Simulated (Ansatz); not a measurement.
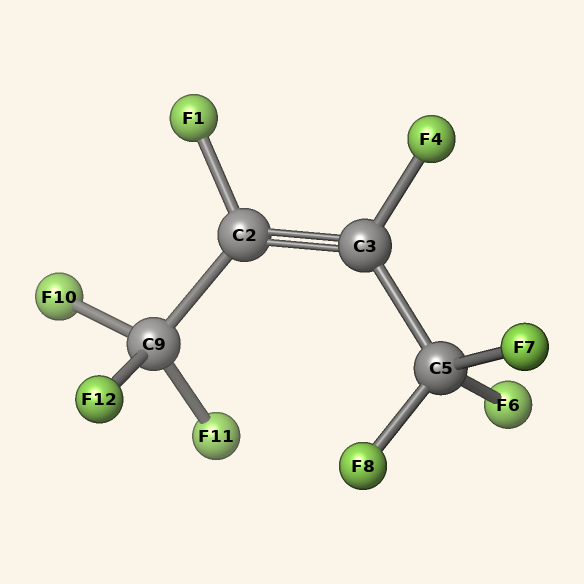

Distant atoms are faded towards the background colour. The geometry was computed by an optimisation with PBE-D4/def2-SVP. No frequency run is at hand to confirm it as a minimum.

Find the stereocentres and stereogenic double bonds.

Double bonds: C2=C3.

What are the Cahn–Ingold–Prelog descriptors?

C2=C3: Z.

Write the isomeric SMILES.

F/C(=C(\F)C(F)(F)F)C(F)(F)F
